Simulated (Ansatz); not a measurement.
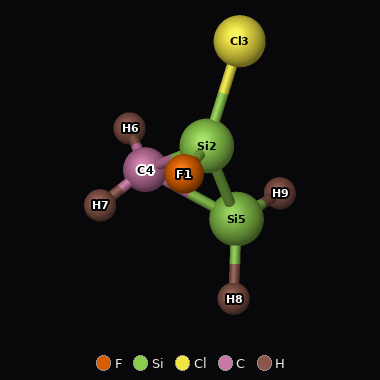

The system is CH₄ClFSi₂ (SMILES F[Si]1(Cl)C[SiH2]1) with the probe HF; the picture shows it without the atoms that are moved over the map. The probe is moved over a plane parallel to the molecule's main plane, 4.38 Å above it. First axis: x of the probe's F atom. Second axis: y of the probe's F atom. Nothing is relaxed (molecule and probe rigid, the probe upright with F nearest the plane). The scan uses a 19 × 13 grid. All energies are given in meV relative to the lowest grid point. Theory: RKS PBE0-D4/def2-SVP in Ansatz.

Range: x of the probe's F atom from −4.32 to 4.32 Å; y of the probe's F atom from −2.88 to 2.88 Å.

What will the energy surface look like?

Answer. The lowest grid point is at x of the probe's F atom = −1.44 Å, y of the probe's F atom = 0.96 Å. No other kind of well shows on this grid. The highest grid point, x of the probe's F atom = 3.84 Å, y of the probe's F atom = −2.88 Å, lies 86 meV above the lowest. Near the minimum the curvatures are about 0.0058 and 0.023 eV/Å² along the soft and the stiff direction.

| y of the probe's F atom ↓, x of the probe's F atom → | −4.32 | −3.36 | −2.40 | −1.44 | −0.48 | 0.48 | 1.44 | 2.40 | 3.36 | 4.32 |
| --- | --- | --- | --- | --- | --- | --- | --- | --- | --- | --- |
| 2.88 | 68 | 58 | 40 | 27 | 34 | 55 | 71 | 78 | 81 | 82 |
| 2.40 | 67 | 52 | 28 | 13 | 21 | 46 | 68 | 78 | 81 | 83 |
| 1.92 | 65 | 47 | 19 | 5 | 13 | 39 | 64 | 77 | 81 | 83 |
| 1.44 | 64 | 43 | 14 | 1 | 10 | 35 | 62 | 75 | 81 | 83 |
| 0.96 | 62 | 41 | 12 | 0 | 9 | 34 | 60 | 74 | 81 | 83 |
| 0.48 | 61 | 39 | 10 | 0 | 10 | 35 | 60 | 74 | 81 | 84 |
| 0.00 | 61 | 38 | 10 | 2 | 13 | 37 | 61 | 74 | 81 | 84 |
| −0.48 | 60 | 37 | 11 | 5 | 17 | 41 | 63 | 75 | 82 | 84 |
| −0.96 | 60 | 37 | 14 | 9 | 22 | 47 | 66 | 76 | 82 | 84 |
| −1.44 | 61 | 39 | 17 | 14 | 29 | 53 | 69 | 78 | 83 | 85 |
| −1.92 | 63 | 44 | 24 | 22 | 37 | 59 | 73 | 81 | 84 | 85 |
| −2.40 | 66 | 52 | 35 | 33 | 47 | 66 | 77 | 83 | 85 | 85 |
| −2.88 | 68 | 59 | 48 | 47 | 58 | 72 | 80 | 84 | 85 | 85 |

The table holds every second grid line.

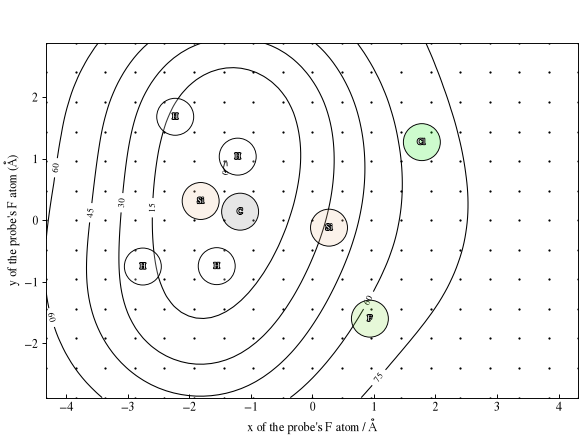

The picture shows contour lines labelled in meV, dots at the grid points, labelled circles for the molecule's atoms, projected on the plane. Between grid points the surface is interpolated.

The whole map (247 points run) took 27 min on 1 thread of Arm Neoverse V2, with other jobs on the host.
